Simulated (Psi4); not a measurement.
# GaH2OF (SMILES [OH][GaH][F]): r2SCAN/cc-pVDZ

What is the vertical ionisation energy of GaH2OF at r2SCAN/cc-pVDZ? 

The calculation is run with Psi4 1.11.

### Step 1. The molecule

The species is GaH2OF (5 atoms), meant as a singlet with charge 0. SMILES: `[OH][GaH][F]`. Geometry: relaxed at PBE0-D4/def2-TZVP. This is one conformer, not always the lowest.

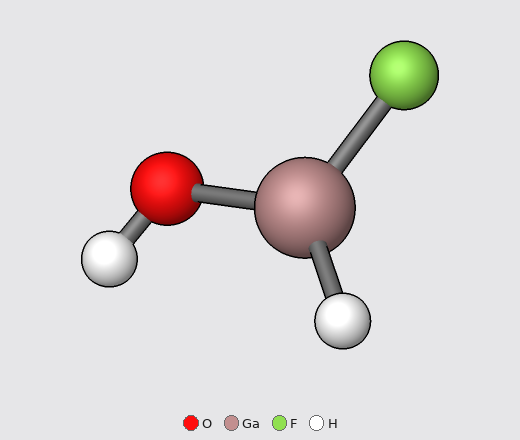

The structure, seen from a chosen angle (oxygen red, gallium pink, fluorine green, hydrogen white).

### Step 2. A single-point energy at r2SCAN/cc-pVDZ

fgah2o.in reads:

```
memory 2.2 GB

molecule {
  O
  Ga 1 R2
  F 2 R3 1 A3
  H 1 R4 2 A4 3 D4
  H 2 R5 3 A5 1 D5

  R2 = 1.771341
  R3 = 1.746178
  A3 = 111.14217
  R4 = 0.959425
  A4 = 114.45664
  D4 = -179.98694
  R5 = 1.54499
  A5 = 120.04423
  D5 = -179.99747
  symmetry c1
  no_reorient
  no_com
}

set {
  puream               true
  e_convergence        1e-09
  d_convergence        1e-08
  scf_type             pk
  dft_radial_points    99
  dft_spherical_points 590
}

result = energy("r2scan/cc-pVDZ")
```

Command:

```console
psi4 fgah2o.in fgah2o.out -n 1
```

fgah2o.out:

```text
[...]
  Running in c1 symmetry.
[...]
  Nuclear repulsion =  198.339106468421306
[...]
  Multiplicity = 1
[...]
  Nalpha       = 25
  Nbeta        = 25
[...]
    Number of basis functions: 65
[...]
   @RKS iter   1: -2100.44110056750651   -3.16005e+00   1.62541e-02 ADIIS/DIIS
[...]
   @RKS iter  11: -2101.06642215317652   -1.22782e-11   9.68612e-09 DIIS
[...]
    Orbital Energies [Eh]
    ---------------------
    Doubly Occupied:
       1A   -372.059459     2A    -45.805612     3A    -40.531574
       4A    -40.527336     5A    -40.526939     6A    -24.453366
       7A    -18.972699     8A     -5.494086     9A     -3.764140
      10A     -3.754695    11A     -3.753339    12A     -1.085510
      13A     -0.957768    14A     -0.801132    15A     -0.799561
      16A     -0.798103    17A     -0.793128    18A     -0.787029
      19A     -0.473881    20A     -0.407637    21A     -0.352417
      22A     -0.335817    23A     -0.328250    24A     -0.292790
      25A     -0.286439
[...]
  @RKS Final Energy: -2101.06642215317652
   => Energetics <=
    Nuclear Repulsion Energy =            198.3391064684213063
    One-Electron Energy =               -3323.3249789964243064
    Two-Electron Energy =                1118.7405029945241495
    DFT Exchange-Correlation Energy =     -94.8210526196980084
    Empirical Dispersion Energy =           0.0000000000000000
    VV10 Nonlocal Energy =                  0.0000000000000000
    Total Energy =                      -2101.0664221531765179
[...]
 Multipole Moments:
 ------------------------------------------------------------------------------------
     Multipole            Electronic (a.u.)      Nuclear  (a.u.)        Total (a.u.)
 ------------------------------------------------------------------------------------
 L = 1.  Multiply by 2.5417464519 to convert [e a0] to [Debye]
 Dipole X            :         -0.0001702            0.0002558            0.0000856
 Dipole Y            :         -0.6527193            1.9566879            1.3039686
 Dipole Z            :          2.5602834           -2.6581286           -0.0978452
 Magnitude           :                                                    1.3076344
[...]
```

Run time: 31 s. Hardware: 1 thread of Intel Xeon Platinum 8259CL at 2.50GHz (Skylake/Cascade Lake), shared host; peak memory 1.6 GiB.

### Step 3. The doublet cation: energy and gradient at U-r2SCAN/cc-pVDZ

job.py reads:

```python
import psi4

psi4.set_memory(2200000000)
psi4.set_num_threads(1)
psi4.core.set_output_file('fgah2o.out', False)

molecule = psi4.geometry("""
1 2
O     -2.13614641    -1.11248177    -0.53630427
Ga     0.72508791     0.53006818     0.02947973
F      0.82826696     3.35955510    -1.66522666
H     -2.28770245    -2.68473391     0.35375673
H      2.96498029    -0.23168042     1.74024879
units au
symmetry c1
""")

options = {'basis': 'cc-pVDZ', 'reference': 'uks', 'puream': True, 'e_convergence': 1e-09, 'd_convergence': 1e-08, 'scf_type': 'pk', 'dft_radial_points': 99, 'dft_spherical_points': 590, 'maxiter': 100}
psi4.set_options(options)

E, wfn = psi4.gradient("r2scan", molecule=molecule, return_wfn=True)
psi4.oeprop(wfn, "QUADRUPOLE", "DIPOLE", "WIBERG_LOWDIN_INDICES")
print('gradient / Eh bohr^-1')
print(E.np.round(6))
print(f'energy = {wfn.energy():.10f} Eh')
```

Command:

```console
python job.py
```

fgah2o.out, cut to the lines that bear on the results:

```text
[...]
  Running in c1 symmetry.
[...]
  Nuclear repulsion =  198.339104522088945
[...]
  Multiplicity = 2
[...]
  Nalpha       = 25
  Nbeta        = 24
[...]
    Number of basis functions: 65
[...]
   @UKS iter   1: -2099.87230160298986   -2.59125e+00   1.85432e-02 ADIIS/DIIS
[...]
   @UKS iter  43: -2100.64488159728444   -2.36469e-11   7.22860e-09 DIIS
[...]
   @S^2 Observed:                7.637107838E-01
[...]
  @UKS Final Energy: -2100.64488159728444
   => Energetics <=
    Nuclear Repulsion Energy =            198.3391045220889453
    One-Electron Energy =               -3308.5379179802539511
    Two-Electron Energy =                1103.9857644184207857
    DFT Exchange-Correlation Energy =     -94.4318325575398347
    Empirical Dispersion Energy =           0.0000000000000000
    VV10 Nonlocal Energy =                  0.0000000000000000
    Total Energy =                      -2100.6448815972844386
[...]
  -Total Gradient:
     Atom            X                  Y                   Z
    ------   -----------------  -----------------  -----------------
       1        0.006869187398    -0.002173877389    -0.001919971794
       2       -0.010921922563    -0.025765609810     0.014387126807
       3       -0.003677058473    -0.002869300993     0.000302403057
       4        0.012577770852     0.025498621974    -0.004113468162
       5       -0.004859345718     0.005400004329    -0.008720936820
[...]
 Multipole Moments:
 ------------------------------------------------------------------------------------
     Multipole            Electronic (a.u.)      Nuclear  (a.u.)        Total (a.u.)
 ------------------------------------------------------------------------------------
 L = 1.  Multiply by 2.5417464519 to convert [e a0] to [Debye]
 Dipole X            :          1.8973453           -1.6910212            0.2063240
 Dipole Y            :          1.1216345           -2.7318160           -1.6101815
 Dipole Z            :          0.2910512            0.7562426            1.0472937
 Magnitude           :                                                    1.9318587
 L = 2.  Multiply by 1.3450342976 to convert [e a0^2] to [Debye ang]
 Quadrupole XX       :        -83.9797059           69.4034810          -14.5762249
 Quadrupole XY       :        -50.3965798           52.0928293            1.6962494
[...]
```

On the terminal:

```text
gradient / Eh bohr^-1
[[ 0.006869 -0.002174 -0.00192 ]
 [-0.010922 -0.025766  0.014387]
 [-0.003677 -0.002869  0.000302]
 [ 0.012578  0.025499 -0.004113]
 [-0.004859  0.0054   -0.008721]]
energy = -2100.6448815973 Eh
```

It took 2.3 min on 1 thread of Intel Xeon Platinum 8259CL at 2.50GHz (Skylake/Cascade Lake), shared host; peak memory 1.6 GiB.

### Step 4. Summary of results

At r2SCAN/cc-pVDZ:

| quantity | value |
| --- | --- |
| singlet GaH2OF: total energy | -2101.06642 Eh |
| singlet GaH2OF: dipole moment | 3.32 D |
| singlet GaH2OF: HOMO energy | -7.79 eV |
| singlet GaH2OF: LUMO energy | -1.26 eV |
| singlet GaH2OF: HOMO–LUMO gap | 6.53 eV |
| doublet cation: total energy | -2100.64488 Eh |
| doublet cation: HOMO energy (highest over α and β) | -15.59 eV |
| doublet cation: LUMO energy (lowest over α and β) | -14.93 eV |
| doublet cation: ⟨S²⟩ | 0.764 |
| doublet cation: largest force on an atom | 1.618 eV/Å |
| vertical ionisation energy (to the doublet cation) | 11.471 eV |

The vertical ionisation energy comes to 11.47 eV (265 kcal/mol). −ε(HOMO) before ionisation, 7.79 eV, is 3.68 eV below this ionisation energy.
